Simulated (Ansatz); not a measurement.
FGeH₄ (charge −1)

Input file:

```
crystal:
  periodic: [false, false, false]
  atoms:
    - {symbol: F, position_ang: [0.560150, -0.215983, -1.770538]}
    - {symbol: Ge, position_ang: [-0.031599, 0.012189, 0.099803]}
    - {symbol: H, position_ang: [-0.398431, -1.501897, 0.056043]}
    - {symbol: H, position_ang: [-1.037730, 1.063002, -0.459148]}
    - {symbol: H, position_ang: [1.437081, 0.438565, 0.399989]}
    - {symbol: H, position_ang: [-0.529571, 0.204224, 1.673852]}
basis:
  gaussian: {orbitals: "def2-TZVPPD.json"}
total_charge: -1
hamiltonian: {xc: pbe0, dispersion: d4}
output: {orbitals: {seedname: orbitals}}
```

Run with:

```sh
ansatz run in.yaml --threads 2 --pin off --events-out ev --progress --plain --max-ram 5222MiB
```

Geometry: PBE0-D4/def2-TZVPD.

Computed with Ansatz, RKS PBE0-D4/def2-TZVPPD.

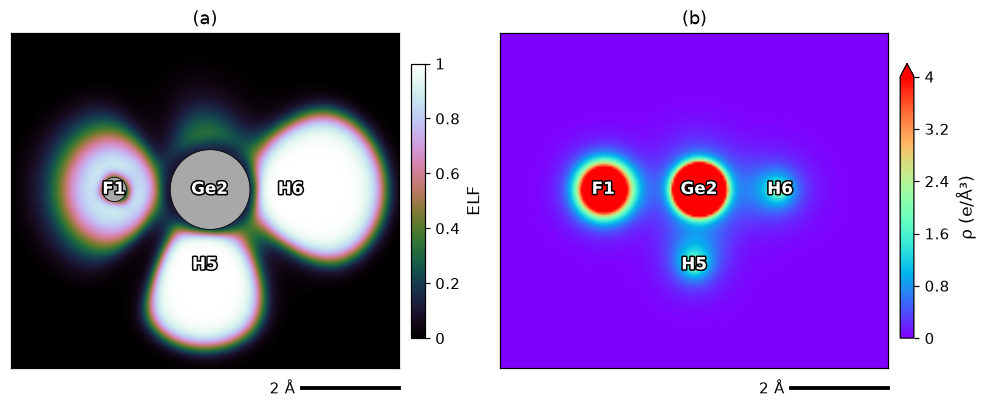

Figure 1. (a) electron localisation function; (b) total electron density on the plane of atoms H5, Ge2 and H6. Grey discs cover the atomic cores in the ELF map.

What do the fields say about this system?

- Atoms in the plane: F, Ge and H.
- Ge–F (1.97 Å): ρ at the midpoint is about 0.57 e/Å³; the ELF peaks at about 0.85 in the valence shell of F, 0.5 Å from its nucleus, and is about 0.25 at the midpoint.
- Ge–H (1.56 Å): ρ at the midpoint is about 1 e/Å³; the ELF climbs to about 1 towards the hydrogen.
- The ELF also peaks beside F1, away from the bonds: lone-pair regions.

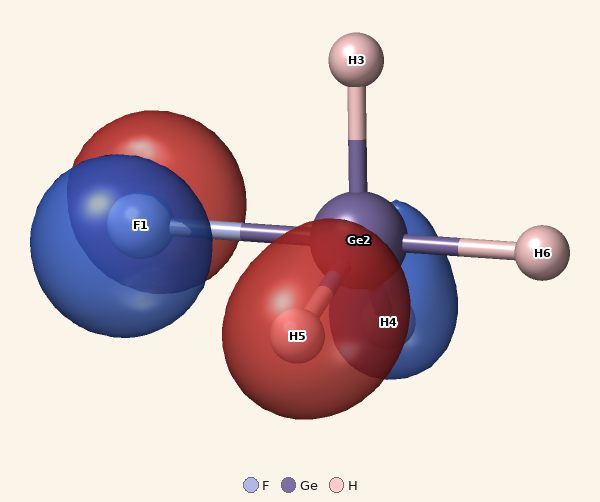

Figure 2. The HOMO−1 at ±0.15 Å⁻³ᐟ² (blue and red are the two phases), seen at a tilt.

What is the character of this orbital?

By Hirshfeld shares it lies mainly on F1 (about 65 %), Ge2 (about 15 %), H5 (about 10 %) and H4 (about 5 %). It is one of a degenerate set, so its orientation is arbitrary. Its energy is −3.05 eV.
